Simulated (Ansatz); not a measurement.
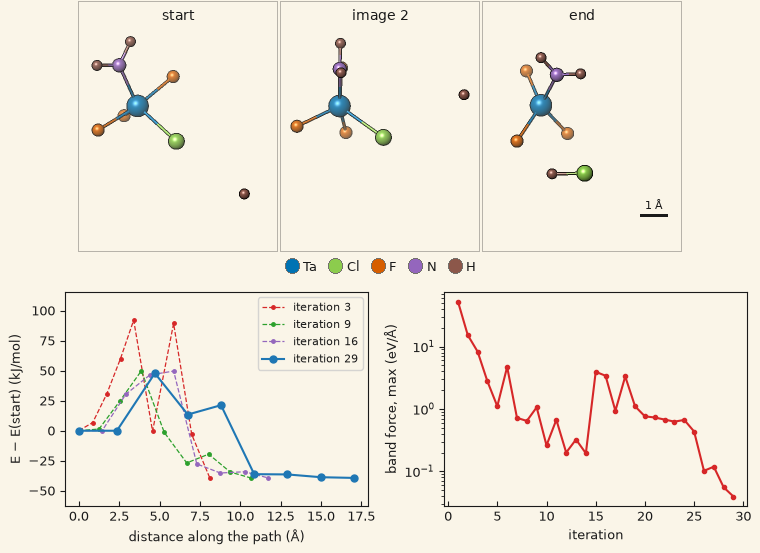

A search for the minimum-energy path of TaNH3ClF3 (multiplicity 2), made up at the start of TaNH2ClF3 and H by the nudged elastic band. Images are numbered from 0 (start) to 8 (end). The plot follows the band through its iterations. A ball-and-stick model, seen from a free direction.

These are results of UHF/def2-SVP in Ansatz, not measurements. Set-up: 7 movable images; climbing image; force threshold 0.05 eV/Å; iteration limit 60; spring constant 0.1 eV/Å²; starting path through a guess of the saddle point.

Judge this run.

Answer. The run is converged, with reservations. The band converged in 29 iterations. The largest component of the band force went from 53 to 0.039 eV/Å. The climbing image converged on the top of the path. Its curvatures weren't checked. The spring constant is far from the usual few eV/Å², which spoils the spacing or the steps. The first iteration put the highest image at 1993.3 kJ/mol. Forward barrier 47.9 kJ/mol, backward barrier 87.2 kJ/mol, with image 2 at the top; the reaction energy is −39.3 kJ/mol. The profile has 2 maxima (images 2, 4) with a dip at image 3 (+13.5 kJ/mol), so the process runs in steps.

Limits of the set-up: the start holds two separate molecules, 4.1 Å apart at their closest, whose relative position is a soft coordinate and is computed without a dispersion correction; Hartree-Fock leaves out electron correlation.
